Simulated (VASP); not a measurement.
## Run report: BH2F, geometry relaxation (part 1 of 3)

- system: BH2F (4 atoms in the cell)
- method: Kohn-Sham DFT of a periodic cell, PBE, VASP PAW PBE potentials, recommended, no spin polarisation (VASP 6.6.1)

It belongs to a series of runs on one base structure; here: atoms moved at random by about 0.02 A.

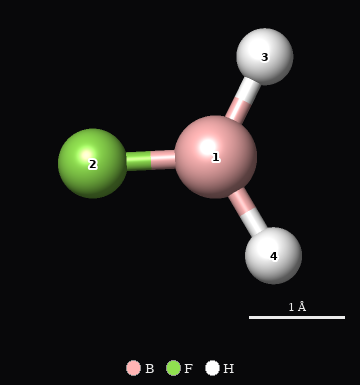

*The structure as given in the input (ball-and-stick view of the molecule without its box, seen on its broad side; atoms are numbered from 1 in the order of the input).*

INCAR:
```
PREC = Accurate
ENCUT = 520
EDIFF = 1E-7
ISMEAR = 0
SIGMA = 0.01
LREAL = False
LASPH = True
NELM = 80
ALGO = Normal
ISIF = 2
LWAVE = False
LCHARG = False
GGA = PE
IBRION = 2
NSW = 60
EDIFFG = -0.01
```

KPOINTS:
```
Automatic mesh
0
Gamma
  1 1 1
```

POSCAR:
```
BH2F
1.0
   12.0000000000      0.0000000000      0.0000000000
    0.0000000000     11.0000000000      0.0000000000
    0.0000000000      0.0000000000     11.0000000000
B F H
1 1 2
Direct
    0.4968800000      0.4901230000      0.5097400000
    0.5867700000      0.4653480000      0.5696080000
    0.4156310000      0.4328900000      0.5287010000
    0.5015540000      0.5711100000      0.4358640000
```

Run as:
```bash
cat potpaw_PBE.64/B/POTCAR potpaw_PBE.64/F/POTCAR potpaw_PBE.64/H/POTCAR > POTCAR
mpirun -np 1 vasp_gam > vasp.out
```

OSZICAR:
```
N       E                     dE             d eps       ncg     rms          rms(c)
DAV:   1     0.113422591617E+03    0.11342E+03   -0.29186E+03    28   0.633E+02
DAV:   2     0.420001475987E+01   -0.10922E+03   -0.10857E+03    38   0.138E+02
DAV:   3    -0.195292189818E+02   -0.23729E+02   -0.23721E+02    32   0.976E+01
DAV:   4    -0.199616946535E+02   -0.43248E+00   -0.43243E+00    22   0.139E+01
DAV:   5    -0.199647480913E+02   -0.30534E-02   -0.30534E-02    22   0.130E+00    0.780E+00
DAV:   6    -0.187829039459E+02    0.11818E+01   -0.19251E+00    28   0.119E+01    0.411E+00
DAV:   7    -0.183584316319E+02    0.42447E+00   -0.57244E-01    30   0.586E+00    0.135E+00
DAV:   8    -0.183071258805E+02    0.51306E-01   -0.13702E-01    30   0.259E+00    0.375E-01
DAV:   9    -0.183048260744E+02    0.22998E-02   -0.12682E-02    20   0.100E+00    0.126E-01
DAV:  10    -0.183049295938E+02   -0.10352E-03   -0.20521E-03    24   0.413E-01    0.592E-02
DAV:  11    -0.183061669641E+02   -0.12374E-02   -0.98456E-04    24   0.214E-01    0.367E-02
DAV:  12    -0.183077340044E+02   -0.15670E-02   -0.52588E-04    22   0.166E-01    0.309E-02
DAV:  13    -0.183104113729E+02   -0.26774E-02   -0.43660E-04    24   0.162E-01    0.129E-02
DAV:  14    -0.183114633286E+02   -0.10520E-02   -0.13411E-04    24   0.706E-02    0.988E-03
DAV:  15    -0.183122903891E+02   -0.82706E-03   -0.11308E-04    20   0.597E-02    0.380E-03
DAV:  16    -0.183125177423E+02   -0.22735E-03   -0.11650E-05    22   0.182E-02    0.224E-03
DAV:  17    -0.183126408340E+02   -0.12309E-03   -0.66494E-06    22   0.137E-02    0.157E-03
DAV:  18    -0.183126761833E+02   -0.35349E-04   -0.99295E-07    24   0.563E-03    0.742E-04
DAV:  19    -0.183126874144E+02   -0.11231E-04   -0.47635E-07    24   0.360E-03    0.300E-04
DAV:  20    -0.183126904822E+02   -0.30678E-05   -0.56241E-08    24   0.147E-03    0.209E-04
DAV:  21    -0.183126914153E+02   -0.93315E-06   -0.10026E-08    32   0.859E-04    0.656E-05
DAV:  22    -0.183126919301E+02   -0.51474E-06   -0.31947E-09    24   0.365E-04    0.470E-05
DAV:  23    -0.183126920390E+02   -0.10896E-06    0.54017E-10    24   0.261E-04    0.118E-05
DAV:  24    -0.183126921049E+02   -0.65884E-07    0.76785E-10    24   0.166E-04
   1 F= -.18312692E+02 E0= -.18312692E+02  d E =-.183127E+02
       N       E                     dE             d eps       ncg     rms          rms(c)
DAV:   1    -0.179746486295E+02    0.33804E+00   -0.73901E+01    24   0.926E+01    0.224E+00
DAV:   2    -0.181077427529E+02   -0.13309E+00   -0.19222E+00    22   0.143E+01    0.123E+00
DAV:   3    -0.180834859688E+02    0.24257E-01   -0.60234E-02    32   0.288E+00    0.723E-01
DAV:   4    -0.180773496532E+02    0.61363E-02   -0.37990E-02    20   0.228E+00    0.249E-01
DAV:   5    -0.180778998280E+02   -0.55017E-03   -0.12222E-02    24   0.108E+00    0.871E-02
DAV:   6    -0.180781920253E+02   -0.29220E-03   -0.76897E-04    24   0.300E-01    0.545E-02
DAV:   7    -0.180792905978E+02   -0.10986E-02   -0.43806E-04    22   0.182E-01    0.220E-02
DAV:   8    -0.180803568085E+02   -0.10662E-02   -0.34103E-04    22   0.151E-01    0.328E-02
DAV:   9    -0.180811224594E+02   -0.76565E-03   -0.27739E-04    22   0.158E-01    0.769E-03
DAV:  10    -0.180813964692E+02   -0.27401E-03   -0.44217E-05    24   0.560E-02    0.879E-03
DAV:  11    -0.180816063233E+02   -0.20985E-03   -0.19373E-05    22   0.313E-02    0.235E-03
DAV:  12    -0.180816701444E+02   -0.63821E-04   -0.38594E-06    24   0.157E-02    0.313E-03
DAV:  13    -0.180817518057E+02   -0.81661E-04   -0.43423E-06    24   0.177E-02    0.195E-03
DAV:  14    -0.180817687606E+02   -0.16955E-04   -0.75136E-07    24   0.809E-03    0.432E-04
DAV:  15    -0.180817818138E+02   -0.13053E-04   -0.49781E-07    22   0.390E-03    0.371E-04
DAV:  16    -0.180817841702E+02   -0.23564E-05   -0.36856E-08    24   0.116E-03    0.862E-05
DAV:  17    -0.180817854162E+02   -0.12461E-05   -0.14313E-08    24   0.662E-04    0.628E-05
DAV:  18    -0.180817858340E+02   -0.41774E-06   -0.23064E-09    24   0.351E-04    0.318E-05
DAV:  19    -0.180817860043E+02   -0.17032E-06   -0.38582E-10    24   0.252E-04    0.149E-05
DAV:  20    -0.180817860353E+02   -0.31015E-07    0.15737E-09    24   0.106E-04
   2 F= -.18081786E+02 E0= -.18081786E+02  d E =0.230906E+00
       N       E                     dE             d eps       ncg     rms          rms(c)
DAV:   1    -0.182558979242E+02   -0.17411E+00   -0.40364E+01    22   0.715E+01    0.151E+00
DAV:   2    -0.183644981520E+02   -0.10860E+00   -0.12899E+00    24   0.106E+01    0.868E-01
DAV:   3    -0.183534317063E+02    0.11066E-01   -0.15266E-02    24   0.139E+00    0.502E-01
DAV:   4    -0.183482862348E+02    0.51455E-02   -0.14936E-02    24   0.142E+00    0.956E-02
DAV:   5    -0.183485397731E+02   -0.25354E-03   -0.32265E-03    24   0.510E-01    0.708E-02
DAV:   6    -0.183487291260E+02   -0.18935E-03   -0.19609E-04    24   0.133E-01    0.413E-02
DAV:   7    -0.183495654863E+02   -0.83636E-03   -0.33191E-04    24   0.162E-01    0.219E-02
DAV:   8    -0.183504278287E+02   -0.86234E-03   -0.13656E-04    24   0.925E-02    0.120E-02
DAV:   9    -0.183510636859E+02   -0.63586E-03   -0.90502E-05    24   0.603E-02    0.934E-03
DAV:  10    -0.183514498746E+02   -0.38619E-03   -0.46718E-05    24   0.457E-02    0.429E-03
DAV:  11    -0.183516115131E+02   -0.16164E-03   -0.14602E-05    24   0.235E-02    0.303E-03
DAV:  12    -0.183516842128E+02   -0.72700E-04   -0.25966E-06    20   0.113E-02    0.126E-03
DAV:  13    -0.183517244021E+02   -0.40189E-04   -0.14468E-06    24   0.743E-03    0.972E-04
DAV:  14    -0.183517388550E+02   -0.14453E-04   -0.49611E-07    24   0.446E-03    0.535E-04
DAV:  15    -0.183517441582E+02   -0.53032E-05   -0.19466E-07    24   0.293E-03    0.186E-04
DAV:  16    -0.183517448569E+02   -0.69868E-06   -0.53671E-09    32   0.596E-04    0.126E-04
DAV:  17    -0.183517456915E+02   -0.83461E-06   -0.13694E-08    24   0.750E-04    0.403E-05
DAV:  18    -0.183517457423E+02   -0.50784E-07    0.14125E-09    24   0.212E-04
   3 F= -.18351746E+02 E0= -.18351746E+02  d E =-.390536E-01
       N       E                     dE             d eps       ncg     rms          rms(c)
DAV:   1    -0.183517550073E+02   -0.93158E-05   -0.18933E-03    24   0.483E-01    0.122E-02
DAV:   2    -0.183517588392E+02   -0.38319E-05   -0.58349E-05    24   0.738E-02    0.625E-03
DAV:   3    -0.183517581294E+02    0.70982E-06   -0.10094E-06    24   0.122E-02    0.364E-03
DAV:   4    -0.183517577454E+02    0.38401E-06   -0.10283E-06    22   0.116E-02    0.887E-04
DAV:   5    -0.183517575835E+02    0.16189E-06   -0.20765E-07    24   0.408E-03    0.409E-04
DAV:   6    -0.183517575751E+02    0.84364E-08   -0.51387E-09    24   0.785E-04
   4 F= -.18351758E+02 E0= -.18351758E+02  d E =-.390655E-01
       N       E                     dE             d eps       ncg     rms          rms(c)
DAV:   1    -0.183553064445E+02   -0.35489E-02   -0.57414E-01    24   0.770E+00    0.257E-01
DAV:   2    -0.183553942748E+02   -0.87830E-04   -0.10453E-02    20   0.957E-01    0.156E-01
DAV:   3    -0.183550560587E+02    0.33822E-03   -0.13448E-03    24   0.333E-01    0.665E-02
DAV:   4    -0.183550317734E+02    0.24285E-04   -0.22371E-04    24   0.119E-01    0.216E-02
DAV:   5    -0.183550387958E+02   -0.70224E-05   -0.64923E-05    24   0.767E-02    0.864E-03
DAV:   6    -0.183550636154E+02   -0.24820E-04   -0.12915E-05    24   0.337E-02    0.326E-03
DAV:   7    -0.183550751403E+02   -0.11525E-04   -0.97339E-07    24   0.909E-03    0.202E-03
DAV:   8    -0.183551137018E+02   -0.38561E-04   -0.72971E-06    24   0.174E-02    0.175E-03
DAV:   9    -0.183551240002E+02   -0.10298E-04   -0.62432E-07    24   0.593E-03    0.103E-03
DAV:  10    -0.183551385294E+02   -0.14529E-04   -0.12222E-06    24   0.728E-03    0.779E-04
DAV:  11    -0.183551425896E+02   -0.40601E-05   -0.16955E-07    24   0.243E-03    0.472E-04
DAV:  12    -0.183551468482E+02   -0.42586E-05   -0.20439E-07    20   0.271E-03    0.165E-04
DAV:  13    -0.183551476499E+02   -0.80171E-06   -0.10486E-08    24   0.706E-04    0.198E-04
DAV:  14    -0.183551487757E+02   -0.11257E-05   -0.26167E-08    24   0.104E-03    0.609E-05
DAV:  15    -0.183551488817E+02   -0.10600E-06    0.83258E-10    24   0.215E-04    0.587E-05
DAV:  16    -0.183551490813E+02   -0.19963E-06   -0.13061E-09    24   0.359E-04    0.229E-05
DAV:  17    -0.183551491185E+02   -0.37198E-07    0.17276E-09    24   0.102E-04
   5 F= -.18355149E+02 E0= -.18355149E+02  d E =-.339154E-02
       N       E                     dE             d eps       ncg     rms          rms(c)
DAV:   1    -0.183565402957E+02   -0.13912E-02   -0.71828E-02    24   0.272E+00    0.895E-02
DAV:   2    -0.183565491334E+02   -0.88376E-05   -0.12656E-03    22   0.334E-01    0.543E-02
DAV:   3    -0.183565083246E+02    0.40809E-04   -0.15822E-04    24   0.115E-01    0.226E-02
DAV:   4    -0.183565033246E+02    0.50000E-05   -0.26557E-05    20   0.410E-02    0.727E-03
DAV:   5    -0.183565016400E+02    0.16846E-05   -0.75288E-06    24   0.262E-02    0.301E-03
DAV:   6    -0.183565032902E+02   -0.16502E-05   -0.14986E-06    24   0.118E-02    0.121E-03
DAV:   7    -0.183565051593E+02   -0.18690E-05   -0.12187E-07    24   0.338E-03    0.728E-04
DAV:   8    -0.183565135471E+02   -0.83878E-05   -0.78161E-07    24   0.582E-03    0.584E-04
DAV:   9    -0.183565167748E+02   -0.32277E-05   -0.81797E-08    24   0.199E-03    0.377E-04
DAV:  10    -0.183565214994E+02   -0.47246E-05   -0.20687E-07    22   0.285E-03    0.265E-04
DAV:  11    -0.183565229268E+02   -0.14274E-05   -0.29596E-08    22   0.934E-04    0.178E-04
DAV:  12    -0.183565244846E+02   -0.15578E-05   -0.42053E-08    22   0.118E-03    0.603E-05
DAV:  13    -0.183565247526E+02   -0.26803E-06   -0.35492E-10    24   0.322E-04    0.759E-05
DAV:  14    -0.183565251241E+02   -0.37149E-06   -0.53562E-09    24   0.479E-04    0.241E-05
DAV:  15    -0.183565251534E+02   -0.29355E-07    0.18437E-09    24   0.965E-05
   6 F= -.18356525E+02 E0= -.18356525E+02  d E =-.476758E-02
       N       E                     dE             d eps       ncg     rms          rms(c)
DAV:   1    -0.183566202116E+02   -0.95088E-04   -0.12091E-01    24   0.363E+00    0.109E-01
DAV:   2    -0.183567369897E+02   -0.11678E-03   -0.27847E-03    22   0.489E-01    0.657E-02
DAV:   3    -0.183566750758E+02    0.61914E-04   -0.17607E-04    24   0.130E-01    0.319E-02
DAV:   4    -0.183566693556E+02    0.57202E-05   -0.55913E-05    20   0.652E-02    0.869E-03
DAV:   5    -0.183566709912E+02   -0.16356E-05   -0.92517E-06    24   0.281E-02    0.311E-03
DAV:   6    -0.183566756389E+02   -0.46478E-05   -0.13907E-06    22   0.112E-02    0.133E-03
DAV:   7    -0.183566805038E+02   -0.48648E-05   -0.46152E-07    24   0.515E-03    0.783E-04
DAV:   8    -0.183566917887E+02   -0.11285E-04   -0.11793E-06    24   0.585E-03    0.730E-04
DAV:   9    -0.183566950308E+02   -0.32421E-05   -0.13582E-07    24   0.252E-03    0.390E-04
DAV:  10    -0.183566998793E+02   -0.48484E-05   -0.27929E-07    22   0.253E-03    0.210E-04
DAV:  11    -0.183567013446E+02   -0.14654E-05   -0.46673E-08    24   0.936E-04    0.178E-04
DAV:  12    -0.183567029207E+02   -0.15760E-05   -0.58187E-08    20   0.115E-03    0.761E-05
DAV:  13    -0.183567032284E+02   -0.30777E-06   -0.95064E-10    24   0.317E-04    0.507E-05
DAV:  14    -0.183567036346E+02   -0.40621E-06   -0.79695E-09    24   0.429E-04    0.269E-05
DAV:  15    -0.183567036597E+02   -0.25082E-07    0.19651E-09    24   0.851E-05
   7 F= -.18356704E+02 E0= -.18356704E+02  d E =-.178506E-03
       N       E                     dE             d eps       ncg     rms          rms(c)
DAV:   1    -0.183571216681E+02   -0.41803E-03   -0.25519E-02    24   0.167E+00    0.499E-02
DAV:   2    -0.183571457273E+02   -0.24059E-04   -0.58822E-04    24   0.224E-01    0.302E-02
DAV:   3    -0.183571337144E+02    0.12013E-04   -0.37738E-05    20   0.588E-02    0.145E-02
DAV:   4    -0.183571321836E+02    0.15308E-05   -0.11418E-05    24   0.294E-02    0.392E-03
DAV:   5    -0.183571313559E+02    0.82776E-06   -0.18362E-06    24   0.126E-02    0.141E-03
DAV:   6    -0.183571318096E+02   -0.45374E-06   -0.26732E-07    24   0.498E-03    0.593E-04
DAV:   7    -0.183571329041E+02   -0.10945E-05   -0.76766E-08    24   0.201E-03    0.379E-04
DAV:   8    -0.183571365096E+02   -0.36056E-05   -0.22447E-07    24   0.259E-03    0.332E-04
DAV:   9    -0.183571378932E+02   -0.13836E-05   -0.31739E-08    24   0.117E-03    0.183E-04
DAV:  10    -0.183571399771E+02   -0.20838E-05   -0.71210E-08    20   0.125E-03    0.106E-04
DAV:  11    -0.183571407496E+02   -0.77251E-06   -0.13056E-08    22   0.520E-04    0.786E-05
DAV:  12    -0.183571415740E+02   -0.82444E-06   -0.18157E-08    24   0.602E-04    0.319E-05
DAV:  13    -0.183571417327E+02   -0.15871E-06    0.88336E-10    24   0.168E-04    0.209E-05
DAV:  14    -0.183571419297E+02   -0.19696E-06   -0.20110E-09    24   0.264E-04    0.110E-05
DAV:  15    -0.183571419391E+02   -0.93964E-08    0.18990E-09    32   0.465E-05
   8 F= -.18357142E+02 E0= -.18357142E+02  d E =-.616786E-03
       N       E                     dE             d eps       ncg     rms          rms(c)
DAV:   1    -0.183571725573E+02   -0.30628E-04   -0.12921E-03    24   0.396E-01    0.938E-03
DAV:   2    -0.183571729866E+02   -0.42923E-06   -0.25284E-05    24   0.508E-02    0.645E-03
DAV:   3    -0.183571725166E+02    0.47002E-06   -0.84967E-07    24   0.101E-02    0.370E-03
DAV:   4    -0.183571720732E+02    0.44340E-06   -0.70637E-07    22   0.866E-03    0.995E-04
DAV:   5    -0.183571720016E+02    0.71536E-07   -0.19339E-07    22   0.447E-03
   9 F= -.18357172E+02 E0= -.18357172E+02  d E =-.300625E-04
       N       E                     dE             d eps       ncg     rms          rms(c)
DAV:   1    -0.183571754727E+02   -0.33995E-05   -0.29481E-04    24   0.189E-01    0.450E-03
DAV:   2    -0.183571752414E+02    0.23130E-06   -0.57492E-06    22   0.243E-02    0.307E-03
DAV:   3    -0.183571750963E+02    0.14514E-06   -0.18857E-07    22   0.477E-03    0.176E-03
DAV:   4    -0.183571750966E+02   -0.31037E-09   -0.15630E-07    22   0.412E-03
  10 F= -.18357175E+02 E0= -.18357175E+02  d E =-.331575E-04
       N       E                     dE             d eps       ncg     rms          rms(c)
DAV:   1    -0.183571889113E+02   -0.13815E-04   -0.13664E-03    24   0.417E-01    0.815E-03
DAV:   2    -0.183571918159E+02   -0.29046E-05   -0.36577E-05    24   0.595E-02    0.432E-03
DAV:   3    -0.183571919905E+02   -0.17459E-06   -0.38638E-07    24   0.789E-03    0.270E-03
DAV:   4    -0.183571929323E+02   -0.94178E-06   -0.55081E-07    24   0.868E-03    0.706E-04
DAV:   5    -0.183571931416E+02   -0.20935E-06   -0.18149E-07    24   0.425E-03    0.335E-04
DAV:   6    -0.183571932084E+02   -0.66746E-07   -0.85684E-09    24   0.112E-03
  11 F= -.18357193E+02 E0= -.18357193E+02  d E =-.181118E-04
       N       E                     dE             d eps       ncg     rms          rms(c)
DAV:   1    -0.183571984167E+02   -0.52750E-05   -0.46036E-04    20   0.242E-01    0.479E-03
DAV:   2    -0.183571992824E+02   -0.86574E-06   -0.12429E-05    24   0.348E-02    0.250E-03
DAV:   3    -0.183571993161E+02   -0.33694E-07   -0.12710E-07    22   0.460E-03
  12 F= -.18357199E+02 E0= -.18357199E+02  d E =-.242195E-04
       N       E                     dE             d eps       ncg     rms          rms(c)
DAV:   1    -0.183571996356E+02   -0.35320E-06   -0.18180E-03    22   0.481E-01    0.973E-03
DAV:   2    -0.183572028069E+02   -0.31713E-05   -0.47555E-05    24   0.683E-02    0.496E-03
DAV:   3    -0.183572026800E+02    0.12692E-06   -0.50069E-07    22   0.905E-03    0.308E-03
DAV:   4    -0.183572031607E+02   -0.48072E-06   -0.72489E-07    22   0.100E-02    0.838E-04
DAV:   5    -0.183572031855E+02   -0.24745E-07   -0.22869E-07    22   0.481E-03
  13 F= -.18357203E+02 E0= -.18357203E+02  d E =-.280889E-04
```
